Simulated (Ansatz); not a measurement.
The parent structure is CdS in the wurtzite structure (space group P6_3mc, No. 186; a = 4.1966 Å, c = 6.8302 Å).

Modification: the cell is scaled by 1.0141 in all directions; the atoms relax in the strained cell.

All numbers come from plane-wave PAW DFT at the PBE level (Ansatz, a quantum-chemistry and plane-wave program, 420 eV), spin-orbit coupling left out, earlier PAW set.

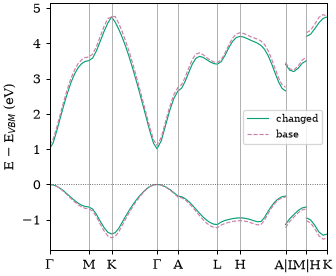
Figure: Highest valence and lowest conduction band along the path, each from its own valence-band maximum

The gap is 1.01 eV, direct at Γ; the base has 1.11 eV.

Stability against distortions was not tested.
